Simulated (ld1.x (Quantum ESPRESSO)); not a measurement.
# Pseudopotential generation for S (part 2 of 2)

Continued. System: sulfur (S, Z = 16), core [Ne], reference valence 3s2 3p3.75 (an ion of charge +0.25), valence charge 6. Method: TM potential, LDA (PZ), scalar-relativistic, made with ld1.x (Quantum ESPRESSO) 7.5.

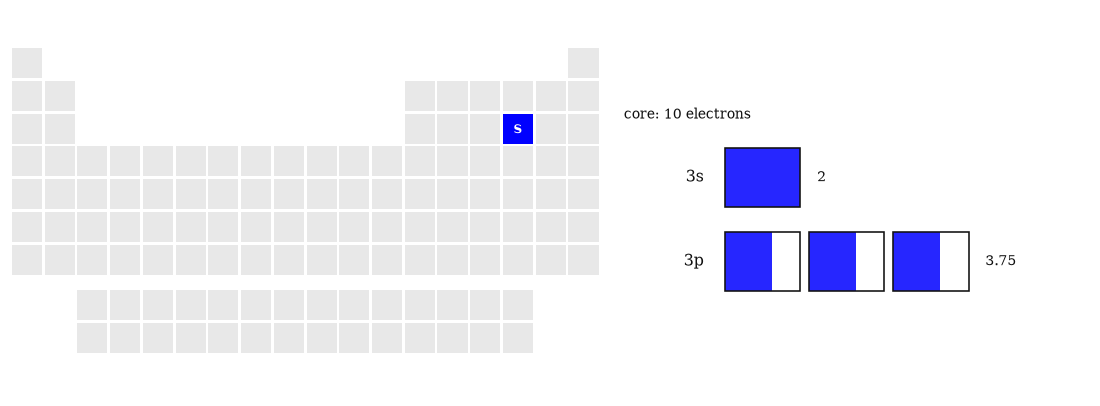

Left, the place of sulfur in the periodic table; right, the valence shells of the reference configuration: a box for each of the 2l + 1 orbitals, shaded by the share of the shell that is filled, with the electron count at the right.

### Output of the test run (extracts), continued
```
     ---------------------- Testing the pseudopotential ----------------------

     S
     scalar relativistic calculation

     atomic number is 16.00   valence charge is  6.00
     dft =PZ   lsd =0 sic =0 latt =0  beta=0.20 tr2=1.0E-14
     mesh =1151 r(mesh) =  99.72449 xmin = -7.00 dx = 0.01250

     n l     nl             e AE (Ry)        e PS (Ry)    De AE-PS (Ry)
     1 0     3S   1( 1.00)       -2.07952       -2.07777       -0.00175
     2 1     3P   1( 4.00)       -1.28240       -1.28128       -0.00112

     eps = 6.0E-15  iter = 13

     Etot =    -793.995676 Ry,    -396.997838 Ha,  -10802.861502 eV
     Etotps =   -21.966476 Ry,     -10.983238 Ha,    -298.869136 eV
     dEtot_ae =       1.513980 Ry
     dEtot_ps =       1.513398 Ry,   Delta E=       0.000582 Ry

     Ekin =       8.278144 Ry,       4.139072 Ha,     112.629886 eV
     Encl =     -33.230646 Ry,     -16.615323 Ha,    -452.125970 eV
     Ehrt =      12.344144 Ry,       6.172072 Ha,     167.950641 eV
     Ecxc =      -7.221668 Ry,      -3.610834 Ha,     -98.255794 eV
     (Ecc =      -3.310533 Ry,      -1.655267 Ha,     -45.042097 eV)
     Epseu=      -2.136451 Ry,      -1.068226 Ha,     -29.067899 eV

     ---------------------- End of pseudopotential test ----------------------

     ---------------------- Testing the pseudopotential ----------------------

     S
     scalar relativistic calculation

     atomic number is 16.00   valence charge is  6.00
     dft =PZ   lsd =0 sic =0 latt =0  beta=0.20 tr2=1.0E-14
     mesh =1151 r(mesh) =  99.72449 xmin = -7.00 dx = 0.01250

     n l     nl             e AE (Ry)        e PS (Ry)    De AE-PS (Ry)
     1 0     3S   1( 2.00)       -1.06816       -1.06846        0.00030
     2 1     3P   1( 4.30)       -0.33268       -0.33284        0.00015

     eps = 9.8E-15  iter =  9

     Etot =    -795.789131 Ry,    -397.894565 Ha,  -10827.262704 eV
     Etotps =   -23.759417 Ry,     -11.879709 Ha,    -323.263341 eV
     dEtot_ae =      -0.279475 Ry
     dEtot_ps =      -0.279543 Ry,   Delta E=       0.000068 Ry

     Ekin =       8.012754 Ry,       4.006377 Ha,     109.019076 eV
     Encl =     -40.002670 Ry,     -20.001335 Ha,    -544.264047 eV
     Ehrt =      18.020315 Ry,       9.010158 Ha,     245.178876 eV
     Ecxc =      -8.078572 Ry,      -4.039286 Ha,    -109.914566 eV
     (Ecc =      -3.310533 Ry,      -1.655267 Ha,     -45.042097 eV)
     Epseu=      -1.711245 Ry,      -0.855623 Ha,     -23.282680 eV

     ---------------------- End of pseudopotential test ----------------------

     ---------------------- Testing the pseudopotential ----------------------

     S
     scalar relativistic calculation

     atomic number is 16.00   valence charge is  6.00
     dft =PZ   lsd =0 sic =0 latt =0  beta=0.20 tr2=1.0E-14
     mesh =1151 r(mesh) =  99.72449 xmin = -7.00 dx = 0.01250

     n l     nl             e AE (Ry)        e PS (Ry)    De AE-PS (Ry)
     1 0     3S   1( 2.00)       -3.84280       -3.83707       -0.00572  !
     2 1     3P   1( 1.00)       -2.97061       -2.96662       -0.00399

     eps = 5.2E-16  iter =  7

     Etot =    -790.634339 Ry,    -395.317169 Ha,  -10757.128187 eV
     Etotps =   -18.609094 Ry,      -9.304547 Ha,    -253.189617 eV
     dEtot_ae =       4.875317 Ry
     dEtot_ps =       4.870781 Ry,   Delta E=       0.004536 Ry

     Ekin =       4.458633 Ry,       2.229317 Ha,      60.662798 eV
     Encl =     -21.677897 Ry,     -10.838948 Ha,    -294.942809 eV
     Ehrt =       5.147774 Ry,       2.573887 Ha,      70.039036 eV
     Ecxc =      -5.769735 Ry,      -2.884867 Ha,     -78.501241 eV
     (Ecc =      -3.310533 Ry,      -1.655267 Ha,     -45.042097 eV)
     Epseu=      -0.767870 Ry,      -0.383935 Ha,     -10.447400 eV

     ---------------------- End of pseudopotential test ----------------------

     ---------------------- Testing the pseudopotential ----------------------

     S
     scalar relativistic calculation

     atomic number is 16.00   valence charge is  6.00
     dft =PZ   lsd =0 sic =0 latt =0  beta=0.20 tr2=1.0E-14
     mesh =1151 r(mesh) =  99.72449 xmin = -7.00 dx = 0.01250

     n l     nl             e AE (Ry)        e PS (Ry)    De AE-PS (Ry)
     1 0     3S   1( 1.00)       -1.31995       -1.31954       -0.00041
     2 1     3P   1( 5.00)       -0.56251       -0.56237       -0.00014

     eps = 9.3E-15  iter =  7

     Etot =    -794.908572 Ry,    -397.454286 Ha,  -10815.282096 eV
     Etotps =   -22.878883 Ry,     -11.439441 Ha,    -311.283061 eV
     dEtot_ae =       0.601084 Ry
     dEtot_ps =       0.600991 Ry,   Delta E=       0.000092 Ry

     Ekin =       8.879835 Ry,       4.439918 Ha,     120.816310 eV
     Encl =     -38.199527 Ry,     -19.099764 Ha,    -519.731042 eV
     Ehrt =      16.512598 Ry,       8.256299 Ha,     224.665335 eV
     Ecxc =      -7.848591 Ry,      -3.924295 Ha,    -106.785515 eV
     (Ecc =      -3.310533 Ry,      -1.655267 Ha,     -45.042097 eV)
     Epseu=      -2.223198 Ry,      -1.111599 Ha,     -30.248148 eV

     ---------------------- End of pseudopotential test ----------------------

     ---------------------- Testing the pseudopotential ----------------------

     S
     scalar relativistic calculation

     atomic number is 16.00   valence charge is  6.00
     dft =PZ   lsd =1 sic =0 latt =0  beta=0.20 tr2=1.0E-14
     mesh =1151 r(mesh) =  99.72449 xmin = -7.00 dx = 0.01250

     n l     nl             e AE (Ry)        e PS (Ry)    De AE-PS (Ry)
     1 0     3S   1( 1.00)       -1.50275       -1.50341        0.00066
     2 1     3P   1( 3.00)       -0.73939       -0.73958        0.00018
     1 0     3S   2( 1.00)       -1.36382       -1.36330       -0.00052
     2 1     3P   2( 0.75)       -0.61520       -0.61502       -0.00017

     eps = 5.6E-15  iter = 16

     Etot =    -795.578776 Ry,    -397.789388 Ha,  -10824.400680 eV
     Etotps =   -23.549203 Ry,     -11.774601 Ha,    -320.403227 eV
     dEtot_ae =      -0.069120 Ry
     dEtot_ps =      -0.069328 Ry,   Delta E=       0.000208 Ry

     Ekin =       7.807663 Ry,       3.903832 Ha,     106.228671 eV
     Encl =     -37.606115 Ry,     -18.803057 Ha,    -511.657255 eV
     Ehrt =      15.775027 Ry,       7.887513 Ha,     214.630175 eV
     Ecxc =      -7.855372 Ry,      -3.927686 Ha,    -106.877782 eV
     (Ecc =      -3.310533 Ry,      -1.655267 Ha,     -45.042097 eV)
     Epseu=      -1.670406 Ry,      -0.835203 Ha,     -22.727035 eV

     ---------------------- End of pseudopotential test ----------------------

     ---------------------- Testing the pseudopotential ----------------------

     S
     scalar relativistic calculation

     atomic number is 16.00   valence charge is  6.00
     dft =PZ   lsd =1 sic =0 latt =0  beta=0.20 tr2=1.0E-14
     mesh =1151 r(mesh) =  99.72449 xmin = -7.00 dx = 0.01250

     n l     nl             e AE (Ry)        e PS (Ry)    De AE-PS (Ry)
     1 0     3S   1( 1.00)       -1.31759       -1.31831        0.00072
     2 1     3P   1( 3.00)       -0.56481       -0.56507        0.00026
     1 0     3S   2( 1.00)       -1.19920       -1.19889       -0.00031
     2 1     3P   2( 1.00)       -0.46030       -0.46023       -0.00007

     eps = 9.3E-15  iter = 16

     Etot =    -795.713066 Ry,    -397.856533 Ha,  -10826.227790 eV
     Etotps =   -23.683473 Ry,     -11.841737 Ha,    -322.230066 eV
     dEtot_ae =      -0.203410 Ry
     dEtot_ps =      -0.203599 Ry,   Delta E=       0.000189 Ry

     Ekin =       7.926964 Ry,       3.963482 Ha,     107.851837 eV
     Encl =     -38.753478 Ry,     -19.376739 Ha,    -527.267933 eV
     Ehrt =      16.818095 Ry,       8.409048 Ha,     228.821846 eV
     Ecxc =      -7.980647 Ry,      -3.990324 Ha,    -108.582241 eV
     (Ecc =      -3.310533 Ry,      -1.655267 Ha,     -45.042097 eV)
     Epseu=      -1.694407 Ry,      -0.847203 Ha,     -23.053575 eV

     ---------------------- End of pseudopotential test ----------------------
```

### Key numbers

- outcome: generated
- cutoffs needed: 110 Ry and 160 Ry (the cutoffs, on a coarse ladder, from which the occupation-weighted sum of valence levels, in a spherical-Bessel basis at the reference potential, stays within 10 and 1 mRy of its value at 400 Ry); ghost states and empty shells don't enter this sum
- ghost test: no ghost state below the valence levels in the p, s, d, f channels (spherical-Bessel basis up to 400 Ry, 20 bohr box)
- largest excitation error: +62 meV (all-electron minus pseudo) for 3s2 3p1, out of 7 test configurations
- range over which the phases arctan(r u′/u) at the test radius agree within 0.05 rad (a looser test near the poles than one of phase shifts): s: over the whole range computed; p: up to about 4.5 Ry
- hardware: 1 CPU thread, shared host
- wall time: 1.2 s
